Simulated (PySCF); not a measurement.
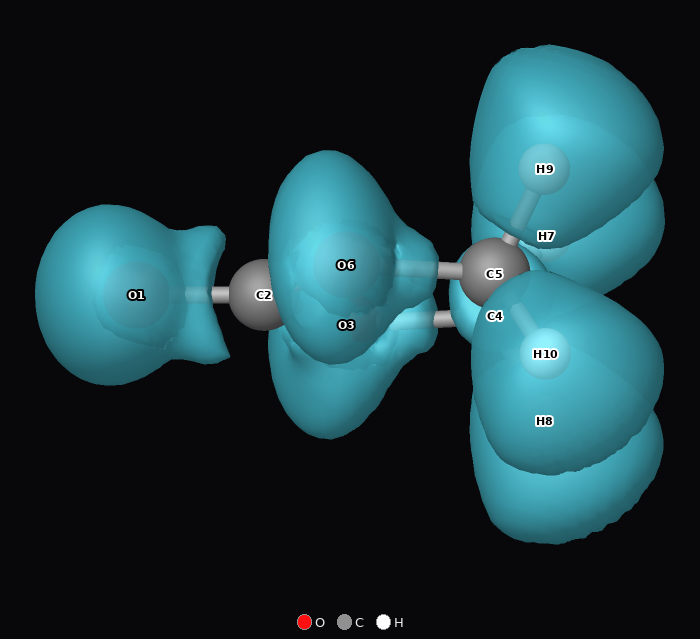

The picture shows: C₃H₄O₃ (ethylene carbonate). Isosurface of the ELF at 0.75 (cyan), seen from one side. Only the valence region is drawn (cores and ρ < 0.01 e/Å³ removed).

Geometry: PBE0-D3(BJ)/def2-TZVP.

All numbers below come from PySCF 2.14.0, PBE0/aug-cc-pVTZ, SCF density, gas phase.

Input file:

```
{"job": {"kind": "uv", "xc": "PBE0", "basis": "aug-cc-pVTZ", "ip": false, "dynamic": true}, "charge": 0, "multiplicity": 1}
O      2.525203     0.529492    -0.788821
C      1.417162     0.295442    -0.441755
O      0.892842    -0.940591    -0.329273
C     -0.457251    -0.877629     0.100297
C     -0.720925     0.622735     0.268280
O      0.506225     1.228854    -0.103845
H     -0.556122    -1.434600     1.032862
H     -1.090796    -1.336480    -0.660195
H     -0.953949     0.901986     1.296760
H     -1.509137     0.990981    -0.389880
```

Run with:

```sh
OMP_NUM_THREADS=1 python probes_run.py task.json out
```

Q: What do the ELF domains correspond to?

A: At this value the surface marks out one region between bonded C–C atoms (shared pairs), four regions around hydrogen nuclei and three regions on O in which the atom's valence shell and bonds are merged.

Values along the shortest contacts:
C–O (1.18 Å): the ELF peaks at about 0.85 between the atoms; a multiple bond. C–C (1.53 Å): the ELF peaks at about 0.95 between the atoms: a covalent bond.
